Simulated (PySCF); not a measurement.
# C7H8OSi: what the fields show

```xyz
17

C     0.5219    2.0092   -0.3578
C     0.3910    0.5281   -0.0444
C     0.1238   -0.5779   -0.8542
C     0.0540   -1.8331   -0.2503
C     0.2544   -1.9898    1.1277
C     0.5385   -0.8895    1.9353
C     0.6079    0.3715    1.3415
O     0.0943    3.1779    2.4846
Si    0.9918    2.1937    1.4862
H    -0.8529    3.0125    2.5071
H     2.3992    2.5784    1.7789
H     1.2805    2.2579   -1.1175
H    -0.4287    2.4790   -0.6609
H    -0.0354   -0.4682   -1.9302
H    -0.1624   -2.7136   -0.8612
H     0.1925   -2.9885    1.5676
H     0.7055   -1.0240    3.0077
```

Geometry: PBE0-D3(BJ)/def2-SVP.

The calculation used PySCF 2.14.0, Gaussian-basis quantum chemistry of an isolated molecule with PySCF, energy and nuclear gradient, functional PBE0.

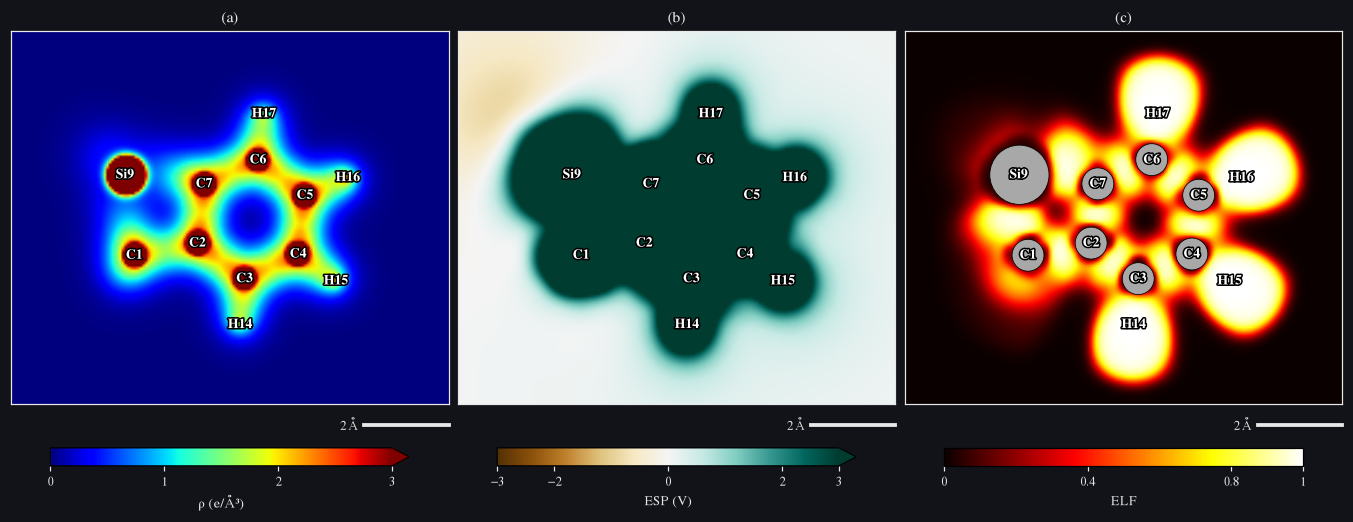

Figure 1. (a) total electron density; (b) electrostatic potential; (c) electron localisation function on the plane of atoms C2, C1 and Si9. Grey discs cover the atomic cores in the ELF map.

Q: Read the bonding off the picture.

A: The plane passes through C, Si and H nuclei. C–C (1.39 Å): ρ is about 2.1 e/Å³ halfway; the ELF peaks at about 0.95 between the atoms; a covalent bond. C–Si (1.87 Å): ρ is about 0.92 e/Å³ halfway; the ELF peaks at about 0.95 between the atoms: a covalent bond. C–C (1.52 Å): the density is about 1.6 e/Å³ at the midpoint; the ELF peaks at about 0.95 between the atoms: a covalent bond. C–Si (1.91 Å): ρ at the midpoint is about 0.91 e/Å³; the ELF peaks at about 0.95 between the atoms (a shared electron pair). C–H (1.09 Å): the density is about 2 e/Å³ at the midpoint; the ELF climbs to about 1 towards the hydrogen, as it does in any bond to H: an ordinary covalent bond to hydrogen. Outside the dense part of the molecule the potential is most negative (−0.8 V) near O8, which lies off the plane.

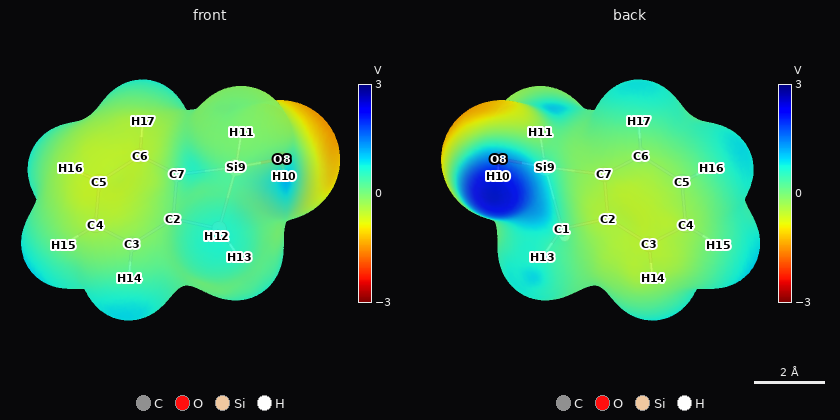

Figure 2. The electrostatic potential painted on the density surface at 0.002 e/bohr³, seen from the front and from behind; the colour scale runs from red (negative) to blue (positive).

Q: Where is the surface potential most negative and most positive?

A: The most negative region (about −1.4 V) lies over O8, the most positive (about +2.5 V) over H10. O8 is the likeliest acceptor of a hydrogen bond.
